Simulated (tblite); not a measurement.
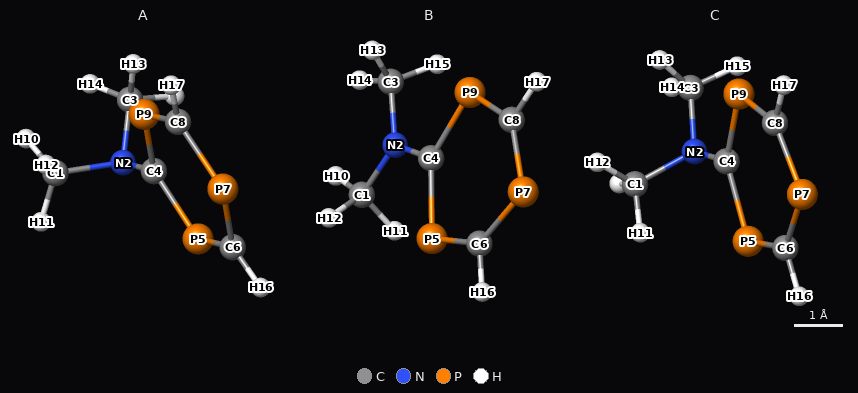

3 geometries from one relaxation of C5H8NP3, in shuffled order. Style: ball-and-stick. Shown from a free direction.

All numbers below come from tblite, GFN2-xTB geometry optimisation, gas phase. 

Put them in the order of the run, from the start to the converged end.

A, C, B. They are steps 0, 65, 149, at +2.157 eV, +0.235 eV relative to the last. H17 moves most after the best rigid fit: 1.82 Å. By element the largest moves are H 1.82 Å, P 1.20 Å, C 1.09 Å, N 0.69 Å. Among the contacts that change: N2–C4 1.430 → 1.361 Å, C4–P9 1.722 → 1.775 Å, C1–N2 1.478 → 1.437 Å, C1–H10 1.119 → 1.087 Å. Among the angles between lasting bonds that change: P7–C8–P9 118.1° → 136.2°, C6–P7–C8 120.7° → 104.0°, P5–C6–P7 120.3° → 136.2°. The energy falls by 2.157 eV in 149 geometry steps.
